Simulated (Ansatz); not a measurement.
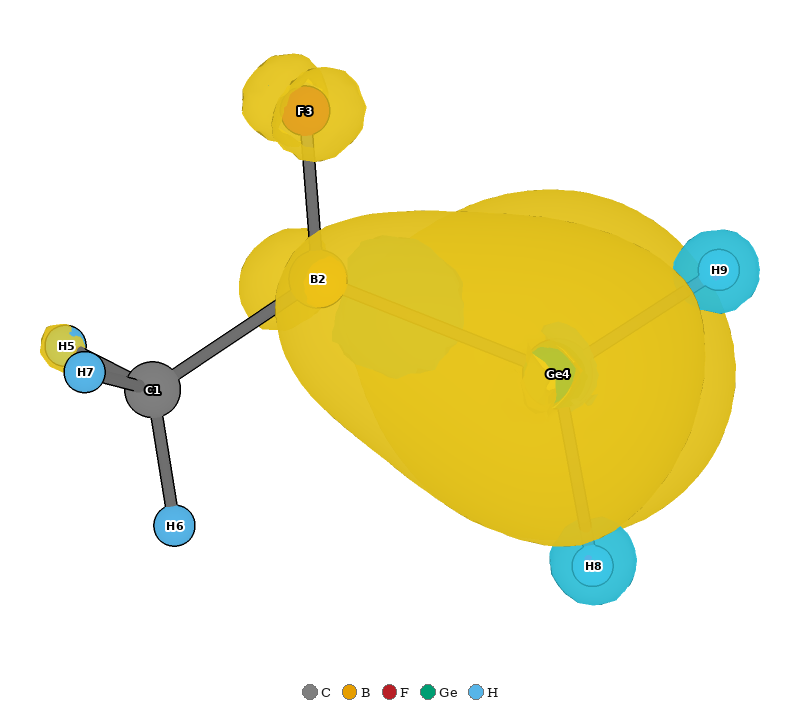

CH₅BFGe (SMILES C[B](F)[GeH2]) (doublet). Isosurfaces of the spin density (α minus β) at +0.015 (yellow) and −0.015 e/Å³ (cyan), seen across its widest extent.

Geometry: B3LYP/6-31G*.

Level of theory: Ansatz, isolated molecule in a Gaussian basis; Kohn-Sham density functional theory, functional PBE0.

```xyz
9

C    -1.4369   -2.4009    1.9183
B    -1.1805   -1.0504    1.1632
F    -2.1720   -0.1589    1.0686
Ge    0.5706   -0.5763    0.2097
H    -2.2923   -2.9266    1.4694
H    -0.5820   -3.0830    1.9273
H    -1.7202   -2.1946    2.9607
H     1.8682   -1.3604    0.5198
H     0.9056    0.8691   -0.2280
```

Q: Describe the spin distribution.

A: The unpaired spin (1 electron) lies mostly on Ge4 (about 0.8) and B2 (about 0.1), in electrons by Hirshfeld's partition.
